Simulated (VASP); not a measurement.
Energy against volume of NaI (rock salt). These are rev-vdW-DF2, VASP's PBE PAW potentials (set 64) (plane waves; VASP) values and carry that method's errors.

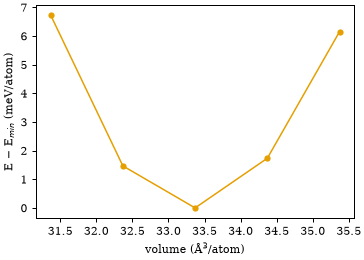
Figure: Energy against volume

Task: Estimate the equilibrium volume and the bulk modulus.

Result: The minimum lies near 33.3 Å³/atom, and the curvature gives B0 of about 17 GPa.

The compound is NaI in the rock salt structure. It was relaxed first.
